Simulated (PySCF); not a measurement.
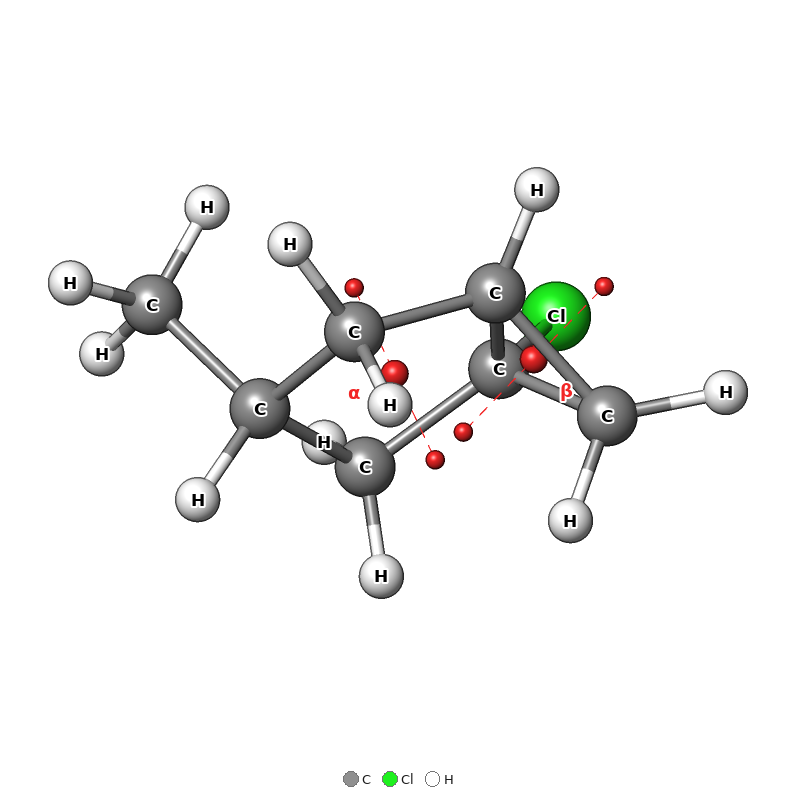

The small points mark where nucleus-independent chemical shifts (NICS) were computed: at the centre of each lettered ring and 1 Å above and below it. Geometry: a frame of a GFN2-xTB molecular-dynamics simulation, not a minimum. Level of theory: GIAO PBE0/pcSseg-1 NMR shielding, non-relativistic, gas phase (PySCF 2.14.0).

Give NICS(0), NICS(1) and the out-of-plane component NICS(1)zz for each ring (means of the two sides).

```json
{"ring": "α", "members": "C5", "NICS(0)": "−8.0", "NICS(1)": "−4.0", "NICS(1)zz": "−2.7"}
{"ring": "β", "members": "C3", "NICS(0)": "−43.5", "NICS(1)": "−8.4", "NICS(1)zz": "−18.9"}
```

Values in ppm.

> What do the values say about the ring currents?

Ring α: weak, as in a non-aromatic ring. NICS is one index among several.
